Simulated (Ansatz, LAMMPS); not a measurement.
# Which site? a vacancy of O in amorphous 14HfO2-86SiO2 (mol %) (84 atoms): runs compared

Aim: make a vacancy of O at several sites of amorphous 14HfO2-86SiO2 (mol %) (84 atoms), relax each, and compare their energies.

Computed with Ansatz 0.2.0: Kohn-Sham DFT, PBE, PAW (set soft_2), plane waves.

## Step 1: The cell as built

The cell holds 84 atoms: 4 Hf, 24 Si and 56 O. Its edges and angles: a = 10.780 Å, b = 10.780 Å, c = 10.780 Å, α = 90.0°, β = 90.0°, γ = 90.0°. 84 atoms (4 Zr, 24 Si, 56 O) placed at random at 2.56 g/cm³, melted at 5000 K for 10 ps at fixed volume with the Morse and Coulomb pair potential with partial charges (Pedone, Malavasi, Menziani, Cormack and Segre, J. Phys. Chem. B 110, 11780 (2006)). Quenched from 5000 K to 300 K at 50 K/ps and fixed volume, held 5 ps, then minimised at fixed cell. Then Zr was replaced by Hf (the potential has no terms for the new elements, so the cell is a start for a DFT relaxation).

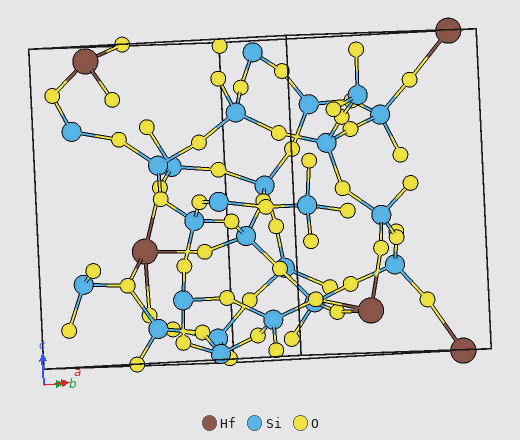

The cell as built. Bonds to atoms that aren't drawn are left out. Some periodic images of atoms are drawn too.

What the set-up can't give: The quench rate of 50 K/ps is many orders above laboratory rates, so the cell is likely richer in defects and strain than a real sample. The network of bonds at the start is that of the classical potential that made the cell, and needn't be the one that DFT or experiment would give. Sampling is at Γ alone, for a cell whose shortest periodic width is 11 Å. No spin–orbit coupling is included, so levels derived from the heavy atoms are approximate.

## Step 2: The reference run

The reference is a single point at the end of the relaxation.

Every defect cell starts from the geometry of this run and is relaxed in the fixed cell.

Its input, with most atom lines left out:

```yaml
crystal:
  lattice:
    - [10.7805, 0.0, 0.0]
    - [0.0, 10.7805, 0.0]
    - [0.0, 0.0, 10.7805]
  atoms:
    - { symbol: Hf, position: [0.09934, 0.42109, 0.33801] }
    - { symbol: Hf, position: [0.16295, 0.04183, 0.92901] }
    - { symbol: Hf, position: [0.89182, 0.5208, 0.12356] }
    - { symbol: Hf, position: [0.85408, 0.99631, 0.02097] }
    - { symbol: Si, position: [0.10387, 0.58196, 0.61403] }
    - { symbol: Si, position: [0.67693, 0.06267, 0.5023] }
    - { symbol: Si, position: [0.73599, 0.852, 0.29774] }
    [... atom lines 8 to 84 left out ...]
kpoints:
  mp_grid: { grid: [1, 1, 1] }
hamiltonian:
  xc: pbe
scf:
  occupations: { method: fermi_dirac, width: 0.025 }
output:
  forces: true
  stress: true
  populations: true
  dos:
    method: { smearing: { sigma: 0.08 } }
    de: 0.1
    projected: { site_lists: { Hf: [Hf], O: [O], Si: [Si] } }
  eigenvalues: true
  write_density: true
  write_potential: true
  volumetric_format: npy
```

- free energy per atom: -1309.7019 eV/atom
- r.m.s. force component: 0.00879 eV/Å
- pressure: -3.28 GPa

Filled and empty levels are parted by 4.30 eV (at Γ alone); a semilocal functional tends to put such gaps too low. In a disordered cell it changes from sample to sample, and tail or defect levels can set it.

## Step 3: The runs

Each row is one run, on 4 threads of AMD EPYC (Zen 3), shared host. The free energy is the program's total, comparable only between runs with the same functional, potentials and atoms.

```
                                 run  atoms    outcome  ionic steps, all passes  free energy (eV)     time  host memory (GiB)
           Single point at the start     84  converged                        -       -110011.374     51 s                1.6
                          Relaxation     84  converged                        8       -110014.963  7.4 min                1.5
Single point at the relaxed geometry     84  converged                        -       -110014.963     61 s                1.6
              Vacancy of O, site O62     83  converged                       16       -109445.574   15 min                1.6
              Vacancy of O, site O81     83  converged                       19       -109444.528   15 min                1.6
              Vacancy of O, site O79     83  converged                       12       -109444.598   13 min                1.6
              Vacancy of O, site O30     83  converged                       10       -109445.015   12 min                1.6
              Vacancy of O, site O48     83  converged                       15       -109444.006   15 min                1.6
              Vacancy of O, site O53     83  converged                       11       -109444.515  6.4 min                1.6
              Vacancy of O, site O42     83  converged                       12       -109444.477  6.9 min                1.6
              Vacancy of O, site O78     83  converged                       11       -109444.283    8 min                1.6
```

In some runs the program notes that the exchange-correlation potential is rough where the density is thin.

The surroundings of site O62, the cheapest one, after relaxation: 13 atoms, nearest first, with positions taken from that point. Atoms keep their numbers of the cell before the removal, where the removed atom was number 62.

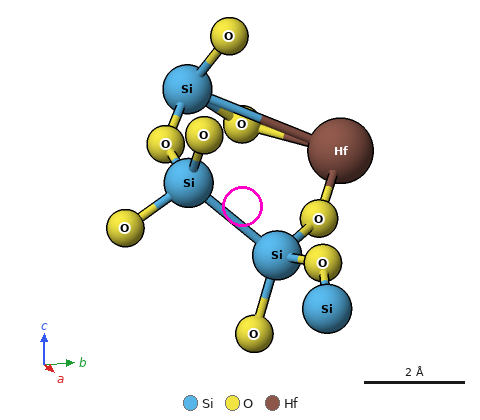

The atoms of the table, within 3.7 Å (arrows a, b, c point along x, y, z); some may hide others. A ring marks the centre wherever it is empty.

| atom | x | y | z | distance (Å) | bonds |
| --- | --- | --- | --- | --- | --- |
| Si12 | 0.23 | 0.66 | -1.00 | 1.22 | 4 |
| Si13 | 0.03 | -1.13 | 0.55 | 1.26 | 4 |
| O38 | -0.87 | 1.80 | -0.52 | 2.07 | 2 |
| O61 | -1.55 | -1.22 | 1.03 | 2.22 | 2 |
| O71 | 1.77 | 1.23 | -0.87 | 2.33 | 2 |
| O72 | 1.16 | -1.08 | 1.76 | 2.37 | 2 |
| O59 | 0.32 | -2.52 | -0.26 | 2.55 | 2 |
| O77 | 0.12 | 0.21 | -2.62 | 2.63 | 2 |
| Si22 | -2.75 | -0.47 | 1.88 | 3.36 | 4 |
| Hf2 | -2.36 | 2.62 | 0.53 | 3.57 | 5 |
| O48 | -3.35 | 0.82 | 0.96 | 3.59 | 3 |
| O54 | -1.82 | 0.17 | 3.13 | 3.63 | 2 |
| Si26 | 3.26 | 0.95 | -1.50 | 3.71 | 4 |

The column of bonds counts only the pairs O-Si within 2.12 Å, O-Hf within 2.82 Å, Si-Si within 2.51 Å; other neighbours, such as metal atoms beside each other in a compound, aren't counted, and periodic images can show an atom twice.

## Step 4: The sites compared

All these cells hold the same atoms, so their energies can be compared with no chemical potential.

| site | neighbours | mean distance (Å) | atoms within 6 Å | energy over the best site (eV) | before relaxation (eV) | gain on relaxing (eV) |
| --- | --- | --- | --- | --- | --- | --- |
| O62 | Si2 | 1.61 | 58 | 0.00 | 0.10 | 1.61 |
| O30 | Si2 | 1.63 | 59 | 0.56 | 0.00 | 0.96 |
| O79 | Si2 | 1.65 | 59 | 0.98 | 0.02 | 0.56 |
| O81 | Hf2Si | 2.08 | 57 | 1.05 | 0.04 | 0.51 |
| O53 | HfSi | 1.88 | 63 | 1.06 | 0.00 | 0.46 |
| O42 | Si2 | 1.64 | 66 | 1.10 | 0.32 | 0.74 |
| O78 | Si2 | 1.65 | 61 | 1.29 | 0.20 | 0.43 |
| O48 | HfSi | 1.84 | 56 | 1.57 | 0.32 | 0.27 |

Neighbours are those of the relaxed host within 2.08 Å (O-Si), 2.82 Å (O-Hf); other pairs aren't counted.

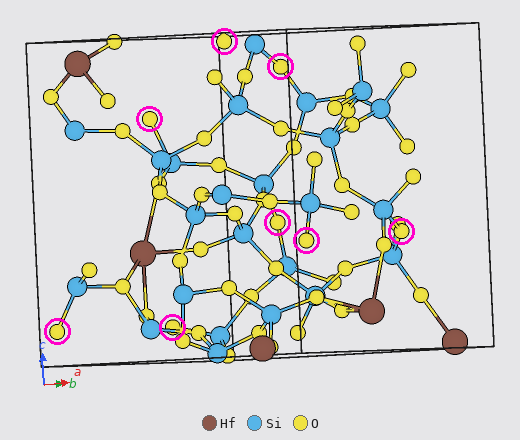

The relaxed cell with the tried sites ringed. Bonds to atoms that aren't drawn are left out. Some periodic images of atoms are drawn too.

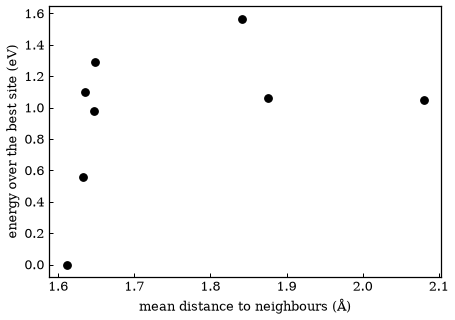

Site energy against the site's surroundings.

## Step 5: Outcome

The cheapest site is O62 (2 neighbours, Si2); the dearest, O48 (2 neighbours, HfSi), costs 1.6 eV more. By coordination the energies over the best site are 0.00 to 1.57 eV with 2 neighbours and 1.05 eV with 3 neighbours. Relaxation changes the order: the best site before relaxing was O53.

**Limits.** Defects are neutral and interact with their images. The defect cells ran without spin polarisation, so cut bonds can't carry moments. In a disordered cell the relaxation can also rearrange atoms far from the site. Only 8 of the 56 O sites were tried; unless symmetry makes the others alike to these, a cheaper one may exist. The pressure of -3.3 GPa shows the cell to be stretched for this functional.

The DFT runs together took 1.7 h of wall time.

[Logs are printed without paths, hosts, clocks, repeated set-up lines and the standing remarks that a program may print on its own settings, such as how far it seeks lower states.]

[Hosts, paths, dates, database ids (printed as entryN), source tags and the programs' standing remarks are cut or masked in the printed files.]
